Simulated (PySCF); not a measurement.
C4H6BF

Input

```
{"job": {"kind": "nmr", "xc": "PBE0", "basis": "pcSseg-1"}, "charge": 0, "multiplicity": 1}
B     -1.591697    -1.015772    -0.068925
C     -0.617466     0.045762    -0.615762
C     -0.222597     1.250840     0.260514
C      0.723496     0.184419     0.006538
C      1.899613    -0.360160     0.156501
F      2.873598     0.235235     0.884914
H     -2.295255    -1.598949    -0.796830
H     -1.627272    -1.229963     1.079496
H     -0.623136     0.257776    -1.681243
H     -0.081321     2.203496    -0.229901
H     -0.665396     1.325012     1.243081
H      2.228631    -1.298383    -0.264410
```

Run with:

```sh
OMP_NUM_THREADS=1 python probes_run.py task.json out
```

Geometry: GFN2-xTB.

These are results of PBE0/pcSseg-1, SCF density, gas phase, non-relativistic in PySCF, not measurements.

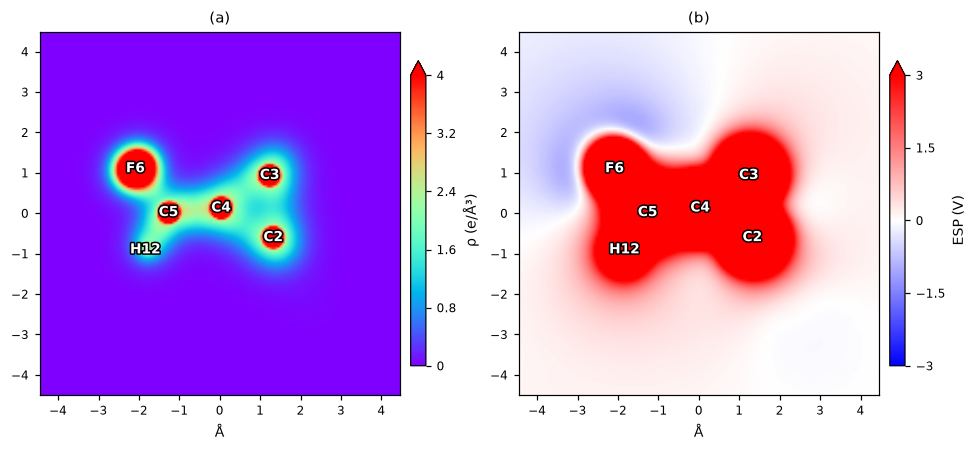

Figure 1. (a) electron density; (b) electrostatic potential on the plane of atoms C3, C2 and C4.

Interpret the plot.

Answer. Atoms in the plane: C, F and H.
C–C (1.30 Å): ρ is about 2.4 e/Å³ halfway.
C–F (1.35 Å): the density is about 2.2 e/Å³ at the midpoint, with its minimum of 1.7 e/Å³ about 0.5 Å from C.
C–H (1.08 Å): ρ at the midpoint is about 2.1 e/Å³.
C–C (1.45 Å): ρ at the midpoint is about 1.7 e/Å³.
Outside the dense part of the molecule the potential is most negative (−1.0 V) near F6.

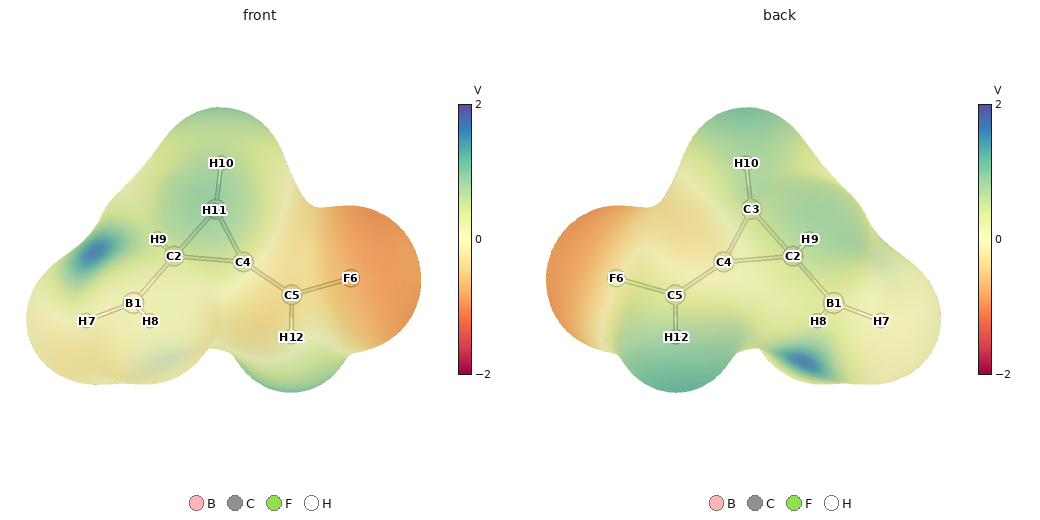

Figure 2. The electrostatic potential painted on the density surface at 0.002 e/bohr³, seen from the front and from behind; the colour scale runs from red (negative) to blue (positive).

Which sites attract a positive test charge, and which a negative one?

Answer. A positive charge is drawn to the negative regions and a negative charge to the positive ones. The most negative region (about −0.9 V) lies over F6, the most positive (about +1.6 V) over B1.

What dipole moment does the calculation give?

Answer. Its dipole moment is 1.29 D.
